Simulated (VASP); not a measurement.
Band structure of ZrS$_{2}$ (1T layered). Computed with AM05 GGA, VASP's PBE PAW potentials (set 64) (plane waves; VASP).

Without a dispersion term in the relaxation, distances and binding between the weakly bound layers, chains or molecules are unreliable, and so is what depends on them.

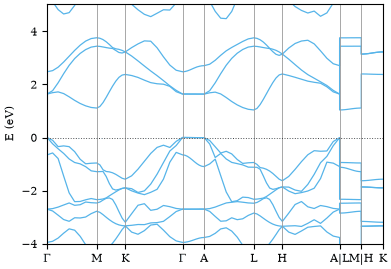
Bands along high-symmetry lines, zero at the valence-band maximum or, without a gap, the Fermi level

### Question
Read the plot: is there a gap, and where are the band edges?

### Answer
The gap is indirect, 1.04 eV, from the valence maximum at Γ to the conduction minimum at L. (Edges off the drawn lines would not show.)

Measured: gap 1.70 eV (computed value off by -0.66 eV), as given by Miłosz Rybak et al., Nanomaterials (2022), arXiv:2210.12074.

The compound is ZrS2 in the 1T layered structure. It was relaxed first, which changed the volume by +23 %.
